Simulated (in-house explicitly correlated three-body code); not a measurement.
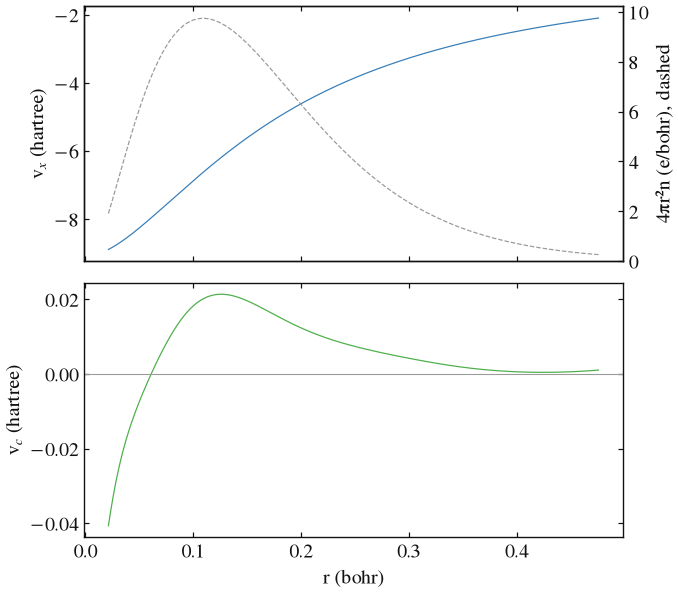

Two electrons around a point charge Z = 9.4. Computed variationally in 260 exponentially correlated functions with an in-house code, non-relativistic, converged to about 10⁻⁸ of the energy. The plot shows the exact exchange and correlation potentials of the ground state, from inverting its density, with the radial density dashed.

> Describe the exact correlation potential.

The exchange potential, minus half the Hartree potential for two paired electrons, rises from −8.89 hartree at 0.022 bohr to −2.10 at 0.48 bohr, tending to −1/r far out. The correlation potential is −0.041 hartree at the inner end, crosses zero near 0.061 bohr and has a positive maximum of 0.021 hartree near 0.13 bohr; the density peaks at 0.11 bohr. The LDA correlation potential, by contrast, is negative everywhere. The Kohn-Sham level equals minus the binding of the second electron, −1047 eV.
